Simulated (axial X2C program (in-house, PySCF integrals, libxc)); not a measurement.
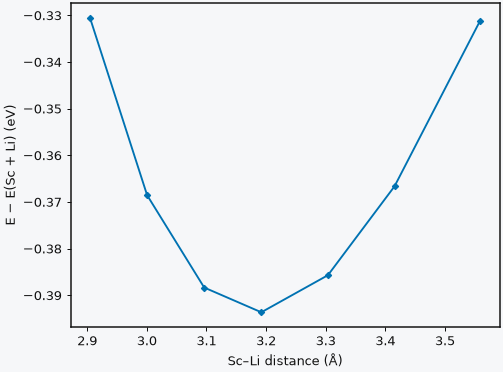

Energy at 7 bond lengths, for one set of occupations held fixed; the line joins the points. A polynomial of degree 5 through 7 points gives rₑ = 3.185 Å, ωₑ = 237.0 cm⁻¹, ωₑxₑ = 2.7 cm⁻¹ and Bₑ = 0.2739 cm⁻¹. The minimum lies 0.39 eV below Sc + Li, each computed as one determinant at the same level.

Run report: ScLi, relativistic diatomic calculation

- system: ScLi, single determinant with M_S = 1 and |Λ| = 2 (not the lowest found).
- method: PBE0, spin-free X2C-1e, Sc dyall-cv3z, Li dyall-cv3z (cores contracted) (axial X2C program (in-house, PySCF integrals, libxc))

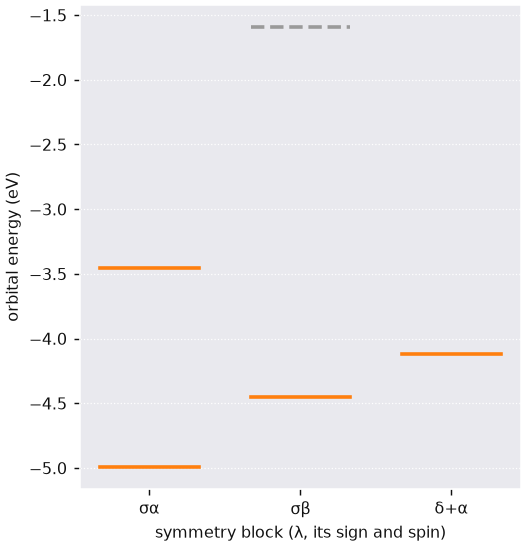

Orbital energies near the frontier at 3.19 Å, filled (solid) and empty (dashed); a label such as π−α means λ = −1 and α spin. The highest filled orbital (σα; 31 % Sc p, 27 % Sc d) lies at −3.45 eV, the lowest empty one (σβ; 48 % Sc p, 26 % Li s) at −1.59 eV.

Input and output of the run follow.

## Input
```
{"zs": [21, 3], "q": 0, "bas": ["dyall-cv3z", "dyall-cv3z"], "levels": ["PBE0", "HF", "r2SCAN0"], "cc": true, "r0": 2.81, "thr": -2.0, "nmax": 90, "npts": 10, "nst": 2, "ntry": 6}
```

The line is the task of a batch: nuclear charges, charge, bases, the levels to run, a first guess of the distance and further settings. This report covers PBE0 without spin-orbit coupling. The log is that of the reference distance 3.192 Å.

Launched within a batch (the task file carries these settings):
```bash
python <driver script> task.json out
```

## The program's output
```
spin-free X2C-1e  PBE0
basis functions 172  fitting functions 872  grid points 5087
iter        total energy     max residual
   1       -771.433945076     3.93e-01
   2       -771.492076266     3.02e-03
   3       -771.492077870     3.99e-03
   4       -771.492230917     1.97e-04
   5       -771.492232677     1.77e-04
   6       -771.492233946     1.41e-04
   7       -771.492234604     4.72e-05
   8       -771.492234733     2.47e-05
   9       -771.492234762     1.24e-05
  10       -771.492234771     6.20e-06
converged
one-electron -1076.76735664  Coulomb 335.72690658  exact exchange -10.02734791  xc functional -30.86872386  nuclear repulsion 10.44428706
```

## The points of the curve

| R (Å) | E (hartree) | dipole (D; origin at the first atom, positive when the second is positive) | highest filled (eV) | lowest empty (eV) |
| --- | --- | --- | --- | --- |
| 2.905 | −771.489916 | 1.43 | −3.37 | −1.51 |
| 3.001 | −771.491313 | 1.35 | −3.40 | −1.53 |
| 3.096 | −771.492040 | 1.27 | −3.43 | −1.56 |
| 3.192 | −771.492235 | 1.20 | −3.45 | −1.59 |
| 3.304 | −771.491943 | 1.11 | −3.48 | −1.63 |
| 3.415 | −771.491243 | 1.03 | −3.51 | −1.67 |
| 3.559 | −771.489937 | 0.93 | −3.55 | −1.71 |

## Results in brief

```
                    quantity                                                                  value
                     outcome                                                              converged
              bond length rₑ                                                                3.185 Å
                          ωₑ                                                             237.0 cm⁻¹
       energy at the minimum                                                     −771.49224 hartree
   depth below the fragments                                                                0.39 eV
largest ⟨S²⟩ along the curve                                                                   2.04
                    hardware  1 thread of AMD EPYC (Zen 3), 24 GiB of memory available, shared host
                   wall time                                                                  3.5 s
                 peak memory                                                               0.75 GiB
```

## Notes

Caveats: 7 of the 10 points asked for were kept.
